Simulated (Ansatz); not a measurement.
# Zr2H3: the cost of one run

Computed with Ansatz 0.2.0 (DFT PBE, scalar-relativistic, plane waves, PAW, unless a step's input says otherwise).

### 1 The starting structure

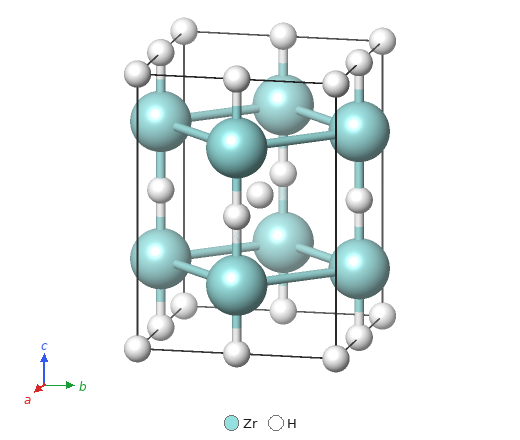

The starting structure, seen slightly off an axis (zirconium light teal, hydrogen white). Atoms on the faces are drawn again on the opposite ones. The cell drawn here is the conventional one.

Structure file:

```
Zr H
1.0
    -2.24582    2.24582    3.09940
     2.24582   -2.24582    3.09940
     2.24582    2.24582   -3.09940
Zr H
2 3
Direct
  0.75000 0.25000 0.50000
  0.25000 0.75000 0.50000
  0.00000 0.00000 0.00000
  0.50000 0.00000 0.50000
  0.00000 0.50000 0.50000
```

Recipe of the guess: random cell by space group and Wyckoff sites (I4/mmm, No. 139). Lengths come from tabulated atomic sizes and are only a guess.

### 2 Probe: one point on a coarse mesh

input.yaml

```yaml
crystal:
  lattice:
    - [-2.24582149, 2.24582149, 3.09939989]
    - [2.24582149, -2.24582149, 3.09939989]
    - [2.24582149, 2.24582149, -3.09939989]
  atoms:
    - { symbol: Zr, position: [0.75, 0.25, 0.5] }
    - { symbol: Zr, position: [0.25, 0.75, 0.5] }
    - { symbol: H, position: [0.0, 0.0, 0.0] }
    - { symbol: H, position: [0.5, 0.0, 0.5] }
    - { symbol: H, position: [0.0, 0.5, 0.5] }
basis:
  ecutwfc: 420
kpoints:
  mp_grid: { grid: [6, 6, 6] }
hamiltonian:
  xc: pbe
scf:
  occupations: { method: gaussian, width: 0.1 }
  lower_state_search: "off"
output:
  forces: true
  stress: true
  eigenvalues: true
```

Command:

```console
ansatz run input.yaml --threads 1 --pin off --max-ram 2560MiB --backend cpu --events-out ev --progress --plain --runs-dir out
```

**Question.** How long does this run take on 1 thread of Intel Xeon Platinum 8488C (Sapphire Rapids), shared host, and how much memory does it need?

About 1.9 s, with a peak of 0.38 GiB.
